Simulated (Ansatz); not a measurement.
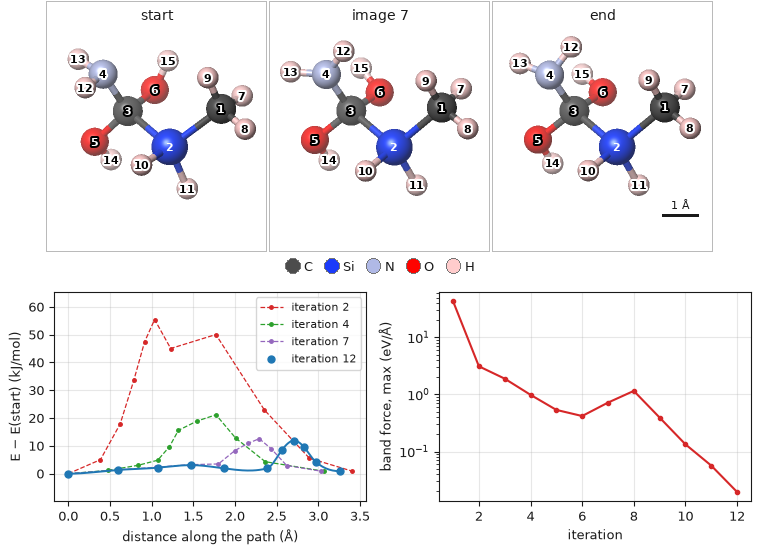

A search for the minimum-energy path of C₂H₉NO₂Si by the nudged elastic band. Images are numbered from 0 (start) to 10 (end). The plot follows the band through its iterations. The picture is a ball-and-stick view, seen at a tilt.

These are results of Ansatz 0.2.0, RKS BHLYP/def2-SVP, not measurements. Set-up: 9 movable images; climbing image; force threshold 0.05 eV/Å; iteration limit 44; starting path through a guess of the saddle point.

### Judge this run.

The run is converged, with reservations. The band converged in 12 iterations. The largest component of the band force went from 43 to 0.02 eV/Å. The climbing image converged on the top of the path. Its curvatures weren't checked. The first iteration put the highest image at 616.6 kJ/mol. The energy climbs by 11.9 kJ/mol to image 7 and then falls by 11.0 kJ/mol, so the end point sits at +0.9 kJ/mol.
